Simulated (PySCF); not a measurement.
**AlPNH4OF (SMILES [NH2][Al]([F])[PH]O) at 6 levels**

Aim: a comparison of 6 runs (HF/3-21G, B2PLYP/STO-3G, B3LYP/6-31G*, r2SCAN/def2-TZVP, CCSD(T)/6-311G**) of AlPNH4OF. Input form: a Python script.

The calculation is run with PySCF 2.14.0.

## (1) The system as given

AlPNH4OF: 9 atoms, total charge 0, spin state singlet. As SMILES, `[NH2][Al]([F])[PH]O`. The coordinates come from a PBE0-D4/def2-TZVP relaxation. This is one conformer, not always the lowest.

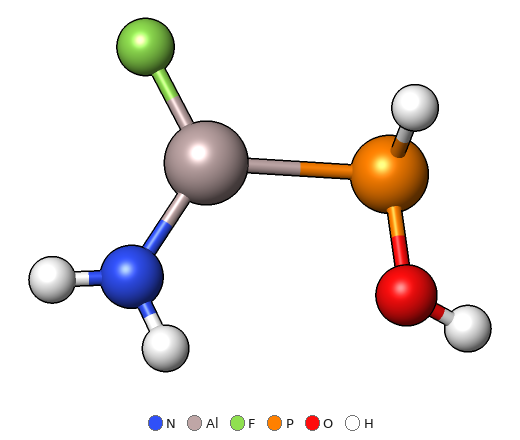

Viewed from a chosen angle; nitrogen blue, aluminium light grey, fluorine green, phosphorus orange, oxygen red, hydrogen white.

## (2) Energy and forces at HF/3-21G (run 1)

File input.py:

```python
from pyscf import gto

mol = gto.M(
    atom='''
N      1.489200     1.004600    -0.185800
Al     0.882400    -0.572900     0.285200
F      1.905300    -1.677400     0.966000
P     -1.322700    -1.196100    -0.158400
O     -1.889900     0.351100    -0.471500
H      0.893900     1.722700    -0.565900
H      2.431700     1.338900    -0.072400
H     -1.643200    -1.310200     1.230300
H     -2.658100     0.293000    -1.044600
''',
    basis='3-21g',
    verbose=4,
    max_memory=1860,
)

myscf = mol.RHF()
myscf.conv_tol = 1e-10
myscf.kernel()
if not myscf.converged:
    myscf = myscf.newton().run(myscf.mo_coeff, myscf.mo_occ)

etot = myscf.e_tot
print(f'total energy: {etot:.8f} hartree')
grad = myscf.nuc_grad_method().kernel()
dip = myscf.dip_moment()
pop, q = myscf.mulliken_pop()
```

The run is started by

```
$ OMP_NUM_THREADS=1 python input.py
```

Standard output:

```text
PySCF version 2.14.0

[... 65 lines left out ...]
converged SCF energy = -809.531759325976
total energy: -809.53175933 hartree
[... 11 lines left out ...]
Dipole moment(X, Y, Z, Debye): -0.68091,  1.72337, -0.96121
[... 71 lines left out ...]
charge of    8H =      0.40001
```

Run time: 2.2 s. Hardware: 1 thread of Arm Neoverse V1, shared host; peak memory 0.13 GiB.

## (3) The energy at B2PLYP/STO-3G (run 2)

File job.py:

```python
from pyscf import gto, dft, mp

molecule = gto.M(
    atom='''
N    1.489200   1.004600  -0.185800
Al   0.882400  -0.572900   0.285200
F    1.905300  -1.677400   0.966000
P   -1.322700  -1.196100  -0.158400
O   -1.889900   0.351100  -0.471500
H    0.893900   1.722700  -0.565900
H    2.431700   1.338900  -0.072400
H   -1.643200  -1.310200   1.230300
H   -2.658100   0.293000  -1.044600
''',
    verbose=4,
    basis='sto-3g',
    max_memory=1860,
)

ks = dft.RKS(molecule)
ks.xc = '0.53*HF + 0.47*B88, 0.73*LYP'
ks.conv_tol = 1e-10
ks.grids.level = 5
ks.kernel()
if not ks.converged:
    ks = ks.newton().run(ks.mo_coeff, ks.mo_occ)

pt = mp.MP2(ks, frozen=13).run()
e_tot = ks.e_tot + 0.27 * pt.e_corr
print('PT2 part  %.8f' % (0.27 * pt.e_corr))
print('E = %.10f Eh' % e_tot)
dip = ks.dip_moment()
pop, q = ks.mulliken_pop()
```

The run is started by

```
$ OMP_NUM_THREADS=1 python job.py
```

Standard output:

```text
PySCF version 2.14.0

[... 79 lines left out ...]
converged SCF energy = -805.400012435459
[... 10 lines left out ...]
Dipole moment(X, Y, Z, Debye): -0.08614,  0.45110, -0.45208
[... 47 lines left out ...]
charge of    8H =      0.17312
```

Wall time 11 s (1 thread of Arm Neoverse V1, shared host); peak memory 0.28 GiB.

Run 3 isn't shown in full; the table further down has it.

## (4) Energy and gradient at B3LYP/6-31G(d) (Cartesian functions) (run 4)

File job.py:

```python
import pyscf.grad
from pyscf import gto, dft

mol = gto.M(
    atom='''
N      2.814180     1.898419    -0.351111
Al     1.667494    -1.082624     0.538950
F      3.600495    -3.169827     1.825475
P     -2.499541    -2.260301    -0.299333
O     -3.571393     0.663483    -0.891006
H      1.689226     3.255431    -1.069396
H      4.595247     2.530154    -0.136816
H     -3.105198    -2.475919     2.324930
H     -5.023081     0.553690    -1.974008
''',
    verbose=3,
    max_memory=1860,
    basis='6-31g*',
    unit='bohr',
    spin=0,
    cart=True,
)

ks = dft.RKS(mol, xc='b3lyp')
ks.grids.level = 5
ks.conv_tol = 1e-10
ks.kernel()
if not ks.converged:
    ks = ks.newton().run(ks.mo_coeff, ks.mo_occ)

etot = ks.e_tot
print('E(%s) = %.9f' % ('B3LYP', etot))
grad = ks.Gradients().kernel()
ks.analyze()
```

The run is started by

```
$ OMP_NUM_THREADS=1 python job.py
```

Standard output:

```text
converged SCF energy = -816.120769079073
[... 12 lines left out ...]
MO #3   energy= -24.6515846165498  occ= 2
[... 10 lines left out ...]
MO #14  energy= -1.12579634209083  occ= 2
[... 10 lines left out ...]
MO #25  energy= -0.365838926881616 occ= 2
[... 10 lines left out ...]
MO #36  energy= 0.146191019246816  occ= 0
[... 10 lines left out ...]
MO #47  energy= 0.542577615186803  occ= 0
[... 10 lines left out ...]
MO #58  energy= 0.915924149501889  occ= 0
[... 10 lines left out ...]
MO #69  energy= 1.37464579688841   occ= 0
[... 10 lines left out ...]
MO #80  energy= 2.03198846027999   occ= 0
[... 10 lines left out ...]
MO #91  energy= 4.25971069815551   occ= 0
[... 10 lines left out ...]
Dipole moment(X, Y, Z, Debye): -0.87063,  1.79665, -1.01920
```

It took 50 s on 1 thread of Arm Neoverse V1, shared host; peak memory 0.9 GiB.

Run 5 isn't shown in full; the table further down has it.

## (5) A single-point energy at CCSD(T)/6-311G(d,p) (run 6)

File job.py:

```python
from pyscf import gto, scf, cc

system = gto.M(
    atom=[
    ('N', (1.489200, 1.004600, -0.185800)),
    ('Al', (0.882400, -0.572900, 0.285200)),
    ('F', (1.905300, -1.677400, 0.966000)),
    ('P', (-1.322700, -1.196100, -0.158400)),
    ('O', (-1.889900, 0.351100, -0.471500)),
    ('H', (0.893900, 1.722700, -0.565900)),
    ('H', (2.431700, 1.338900, -0.072400)),
    ('H', (-1.643200, -1.310200, 1.230300)),
    ('H', (-2.658100, 0.293000, -1.044600)),
],
    max_memory=1860,
    verbose=4,
    basis='6-311g**',
    charge=0,
)

hf = scf.RHF(system)
hf.conv_tol = 1e-10
hf.kernel()
if not hf.converged:
    hf = hf.newton().run(hf.mo_coeff, hf.mo_occ)

mycc = cc.CCSD(hf, frozen=13)
mycc.kernel()
e_t = mycc.ccsd_t()
etot = mycc.e_tot + e_t
print(f'total energy: {etot:.8f} hartree')
dip = hf.dip_moment()
pop, q = hf.mulliken_pop()
```

The run is started by

```
$ OMP_NUM_THREADS=1 python job.py
```

Standard output:

```text
PySCF version 2.14.0

[... 67 lines left out ...]
converged SCF energy = -813.936319848788
[... 12 lines left out ...]
Init t2, MP2 energy = -814.701387959403  E_corr(MP2) -0.765068110614427
[... 14 lines left out ...]
CCSD converged
[... 2 lines left out ...]
total energy: -814.75466978 hartree
Dipole moment(X, Y, Z, Debye): -0.94878,  1.56774, -0.99707
[... 140 lines left out ...]
charge of    8H =      0.30060
```

It took 5 min on 1 thread of Arm Neoverse V1, shared host; peak memory 2.1 GiB.

## (6) Overview of the runs

```csv
run,level,task,frozen core orbitals,energy (Eh),dipole moment (D) of the reference,HOMO energy (eV),LUMO energy (eV),wall time
1,HF/3-21G,gradient,–,-809.531759,2.09,-9.41,2.89,2.2 s
2,B2PLYP/STO-3G,energy,13,-805.456121,0.64,-4.08,6.97,11 s
3,B3LYP/6-31G* (spherical functions),gradient,–,-816.112691,2.25,-6.45,-0.59,47 s
4,B3LYP/6-31G* (Cartesian functions),gradient,–,-816.120769,2.24,-6.46,-0.61,50 s
5,r2SCAN/def2-TZVP,gradient,–,-816.107911,2.38,-5.97,-1.37,6.8 min
6,CCSD(T)/6-311G**,energy,13,-814.754670,2.09,-9.53,2.25,5 min
```

## (7) Summary of results

```
                                           quantity          value
                                run 6: total energy  -814.75467 Eh
        run 6: dipole moment (Hartree–Fock density)         2.09 D
         run 6: HOMO energy (Hartree–Fock orbitals)       -9.53 eV
         run 6: LUMO energy (Hartree–Fock orbitals)        2.25 eV
       run 6: HOMO–LUMO gap (Hartree–Fock orbitals)       11.78 eV
run 6: correlation energy (13 core orbitals frozen)     -818.3 mEh
                              run 6: (T) correction     -22.37 mEh
                               run 6: T1 diagnostic          0.013
```

In words: Over runs 1, 2, 3, 4, 5 the dipole moment (its size) runs from 0.64 D (B2PLYP/STO-3G) to 2.38 D (r2SCAN/def2-TZVP). The two ends differ in method and basis. A double hybrid's value is that of its SCF part. Over runs 1, 2, 3, 4, 5 the HOMO–LUMO gap runs from 4.60 eV (r2SCAN/def2-TZVP) to 12.30 eV (HF/3-21G). Totals of different functionals can't be ranked against each other. In run 2 the basis is minimal, so the values are rough. All runs together took 14 min, the longest 6.8 min.
